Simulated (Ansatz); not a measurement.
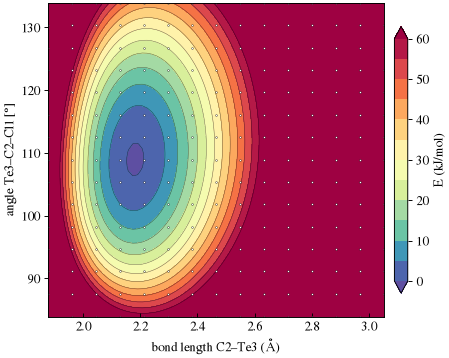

CH3ClTe, SMILES ClC[TeH]. First axis: bond length C2–Te3. Second axis: angle Te3–C2–Cl1. Nothing is relaxed (all other coordinates rigid). The scan uses a 15 × 15 grid. Points are written as (first, second). Energies: kJ/mol, counted from the lowest grid point. Theory: RKS PBE-D4/def2-TZVP in Ansatz 0.2.0.

The picture shows filled contours, dots at the grid points, one colour for all values above the top of the scale. Between grid points the surface is interpolated.

Question: Estimate the position of the minimum and the force constants in these coordinates.

Answer: The interpolated minimum is at bond length C2–Te3 ≈ 2.182 Å, angle Te3–C2–Cl1 ≈ 108.9°. The curvatures there are about 12 eV/Å² and 5.4 eV/rad², with a cross term of about −0.7 eV/(Å·rad). Round the minimum the two coordinates are weakly coupled (coupling −0.09 in units of the two stiffnesses). (1 eV is 96.5 kJ/mol.)
